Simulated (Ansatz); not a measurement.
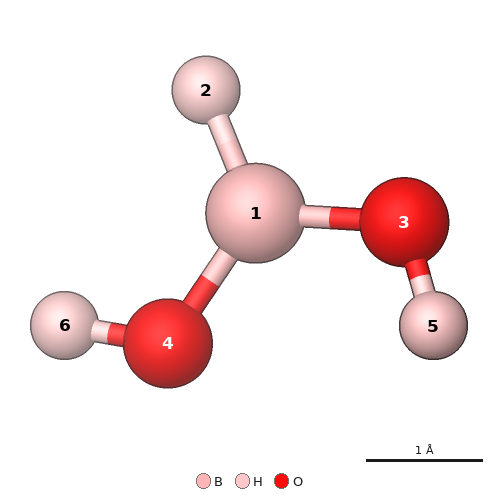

Orthographic view. Depth is shown by fading: the farther an atom, the more it takes the colour of the background. The computed structure is the end point of a PBE0-D4/def2-TZVP optimisation.

Give the geometry as a Z-matrix, atoms in numerical order, with these reference atoms: 2 to 1; 3 to 1, 2; 4 to 1, 2, 3; 5 to 3, 1, 2; 6 to 4, 1, 2.

```
B  
H    1   1.198
O    1   1.353   2   118.4
O    1   1.364   2   122.3   3   180.0
H    3   0.963   1   112.3   2   180.0
H    4   0.958   1   113.2   2     0.0
```
